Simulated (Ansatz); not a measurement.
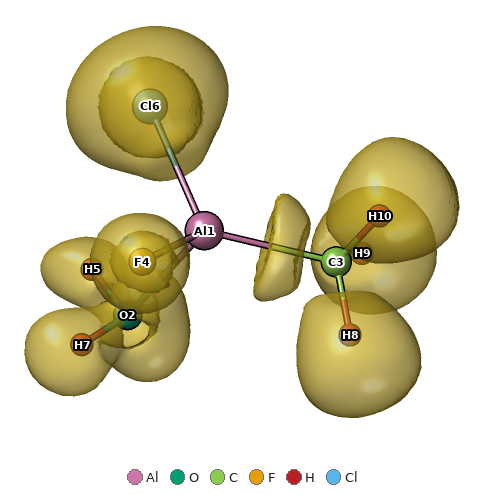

Figure 1: CH5AlClFO. Isosurface of the electron localisation function at 0.8 (yellow), seen at a tilt. Core shells and regions of very low density are left out.

These are results of RKS revPBE-D4/def2-SVP in Ansatz 0.2.0, not measurements.

```xyz
10

Al   -0.4083    0.3629    0.2912
O     1.5386    0.8875    0.0732
C    -0.7553   -1.3081   -0.6494
F    -0.9545    1.8469   -0.3468
H     1.8080    1.0066    1.0133
Cl   -0.2441    0.3761    2.4556
H     1.5155    1.7921   -0.3061
H    -0.5527   -1.2112   -1.7371
H    -0.1310   -2.1381   -0.2567
H    -1.8165   -1.6149   -0.5374
```

Identify the bonds, lone pairs and shells in this picture.

Answer. At this value the surface marks out one region between bonded Al–C atoms (shared pairs), three regions around hydrogen nuclei, one region on Cl in which the atom's valence shell and bonds are merged, one region wrapped around F (its valence shell) and one joined region spread over several atoms (H, O), in which their bonds and any lone pairs are merged.

Values along the shortest contacts:
Al–F (1.71 Å): the ELF peaks at about 0.85 in the valence shell of F, 0.6 Å from its nucleus, and is about 0.25 at the midpoint. C–Al (1.95 Å): the ELF peaks at about 0.95 between the atoms: a polar covalent bond.
